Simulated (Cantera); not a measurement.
Input: 1 mol C2H5OH, 0.052 mol CO2, equilibrated at 1000 Pa.

Equilibrium computed with Cantera from the NASA thermochemical tables; the gas is ideal and each condensed phase is pure. Candidate condensed phases: C, C6H6, C7H8, C8H18, H2O; 110 gas species. Equilibrium is a limit: real reactors are often held back by kinetics, nucleation or transport.

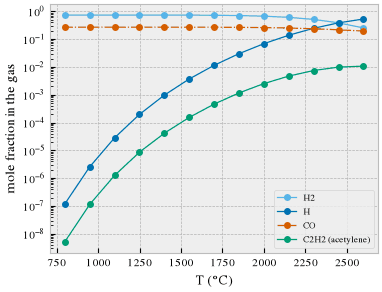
Figure: Equilibrium gas composition (values under 1e-9 drawn at 1e-9)

Q: Read off the mole fractions at 1700 °C.

A: H2 about 0.72, CO about 0.27, H about 0.011, C2H2 (acetylene) about 0.00046.
